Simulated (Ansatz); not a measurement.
# C2H3AlFN (SMILES [CH3][Al]([F])[C]#N): PBE0/cc-pVDZ

What is the vertical singlet–triplet gap of C2H3AlFN at PBE0/cc-pVDZ? 

The calculation is run with Ansatz 0.2.0.

114 further runs of the same task are left out: 114 set aside as unsound or not needed. Runs told in other sessions of the task aren't counted.

## Step 1: The system as given

The species is C2H3AlFN (8 atoms), meant as a singlet with charge 0. As SMILES, `[CH3][Al]([F])[C]#N`. The coordinates come from a PBE0-D4/def2-TZVP relaxation.

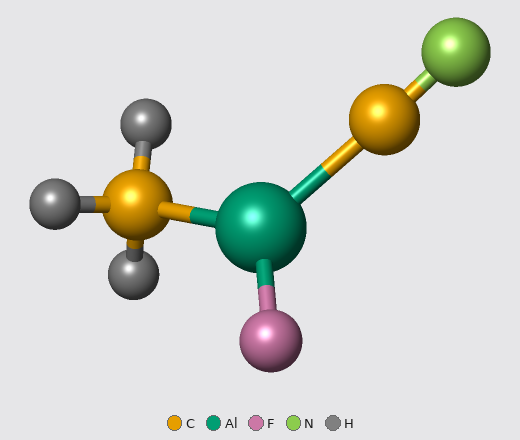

The structure, seen from a chosen angle (carbon amber, aluminium teal, fluorine pink, nitrogen green, hydrogen grey).

## Step 2: A single-point energy at PBE0/cc-pVDZ

run.yaml

```yaml
crystal:
  periodic: [false, false, false]
  atoms:
    - {symbol: C, position_ang: [-0.796200, -0.780200, 0.685800]}
    - {symbol: Al, position_ang: [0.733700, 0.022200, -0.157100]}
    - {symbol: F, position_ang: [2.249400, -0.595500, -0.030200]}
    - {symbol: C, position_ang: [0.623900, 1.626000, -1.228300]}
    - {symbol: N, position_ang: [0.500000, 2.584900, -1.857400]}
    - {symbol: H, position_ang: [-0.942000, -1.805200, 0.332600]}
    - {symbol: H, position_ang: [-0.659200, -0.835500, 1.769600]}
    - {symbol: H, position_ang: [-1.709600, -0.216500, 0.485000]}
basis:
  gaussian:
    orbitals: cc-pVDZ
hamiltonian:
  xc: {name: PBE0}
accuracy: high
output: {orbitals: {seedname: orbitals}}
```

Command:

```
ansatz run run.yaml --threads 1 --pin off --max-ram 2610MiB --events-out events.jsonl --progress --plain --runs-dir runs
```

Log:

```text
Warning: RAYON_NUM_THREADS=1 ignored (pool sized by the plan → 1); use --threads N
Functional definition: PBE0
  name "PBE0"
  parameter a = 0.25
  parameter kappa = 0.804
  parameter beta = 0.06672455060314922
  exchange = (1 - a)*pbe_x(kappa = kappa, mu = beta*pi^2/3) + a*exact_x
  correlation = pbe_c(beta = beta)
1997 factors; integrals over basis functions are off by at most 3.9e-9 eV
mean field evaluation 1: about -12910.3699 eV, gradient 6.1e1 eV
mean field evaluation 2: about -12902.7247 eV, gradient 8.6e1 eV
mean field evaluation 4: about -12918.4982 eV, gradient 4.6e0 eV
mean field evaluation 8: about -12918.7184 eV, gradient 8.9e-1 eV
mean field evaluation 16: about -12918.7205 eV, gradient 2.5e-5 eV
mean field -12918.72054997 eV, -474.7542235880 hartree, gradient 7.6e-8 eV, S^2 0.000000; 0 other end points of the search recorded, 0 dependent functions left out
reference -12918.72055288 eV, -474.7542236949 hartree; 22, 22 occupied and 67, 67 virtual orbitals, 1997 factors
Total energy: -12918.72055288 eV, -474.7542236949 hartree
```

It took 8.4 s on 1 thread of Arm Neoverse V2, shared host; peak memory 0.3 GiB.

## Step 3: The triplet, same level

input.yaml

```yaml
crystal:
  periodic: [false, false, false]
  atoms:
    - symbol: C
      position_ang: [-0.796200, -0.780200, 0.685800]
    - symbol: Al
      position_ang: [0.733700, 0.022200, -0.157100]
    - symbol: F
      position_ang: [2.249400, -0.595500, -0.030200]
    - symbol: C
      position_ang: [0.623900, 1.626000, -1.228300]
    - symbol: "N"
      position_ang: [0.500000, 2.584900, -1.857400]
    - symbol: H
      position_ang: [-0.942000, -1.805200, 0.332600]
    - symbol: H
      position_ang: [-0.659200, -0.835500, 1.769600]
    - symbol: H
      position_ang: [-1.709600, -0.216500, 0.485000]
basis:
  gaussian:
    orbitals: cc-pVDZ
magnetization:
  spin_polarized: true
  initial_magnetization: 2
hamiltonian:
  xc: {name: PBE0}
accuracy: high
output:
  orbitals: {seedname: orbitals}
```

Command:

```
ansatz run input.yaml --threads 1 --pin off --max-ram 2610MiB --events-out events.jsonl --progress --plain --runs-dir runs
```

Log:

```text
Warning: RAYON_NUM_THREADS=1 ignored (pool sized by the plan → 1); use --threads N
Functional definition: PBE0
  name "PBE0"
  parameter a = 0.25
  parameter kappa = 0.804
  parameter beta = 0.06672455060314922
  exchange = (1 - a)*pbe_x(kappa = kappa, mu = beta*pi^2/3) + a*exact_x
  correlation = pbe_c(beta = beta)
1997 factors; integrals over basis functions are off by at most 3.9e-9 eV
mean field evaluation 1: about -12904.1619 eV, gradient 4.1e1 eV
mean field evaluation 2: about -12872.1539 eV, gradient 8.2e1 eV
mean field evaluation 4: about -12911.8319 eV, gradient 1.3e1 eV
mean field evaluation 8: about -12912.7173 eV, gradient 8.7e-1 eV
mean field evaluation 16: about -12912.9348 eV, gradient 1.5e-1 eV
mean field evaluation 32: about -12912.9641 eV, gradient 4.3e0 eV
mean field evaluation 64: about -12913.0368 eV, gradient 5.2e-1 eV
mean field -12913.15670735 eV, -474.5497561431 hartree, gradient 2.4e-8 eV, S^2 2.004734; 6 other end points of the search recorded, 0 dependent functions left out
reference -12913.15671039 eV, -474.5497562547 hartree; 23, 21 occupied and 66, 68 virtual orbitals, 1997 factors
Total energy: -12913.15671039 eV, -474.5497562547 hartree
```

Run time: 49 s. Hardware: 1 thread of Arm Neoverse V2, shared host; peak memory 0.45 GiB.

## Step 4: Summary of results

At PBE0/cc-pVDZ:

| quantity | value |
| --- | --- |
| singlet: total energy | -474.75422 Eh |
| singlet: HOMO energy | -9.35 eV |
| singlet: LUMO energy | -1.75 eV |
| singlet: HOMO–LUMO gap | 7.60 eV |
| triplet: total energy | -474.54976 Eh |
| triplet: HOMO energy (highest over α and β) | -4.79 eV |
| triplet: ⟨S²⟩ | 2.005 |
| vertical energy of the triplet above the singlet | 5.564 eV |

In words: At this shape the triplet lies 5.56 eV (128 kcal/mol) above the singlet.
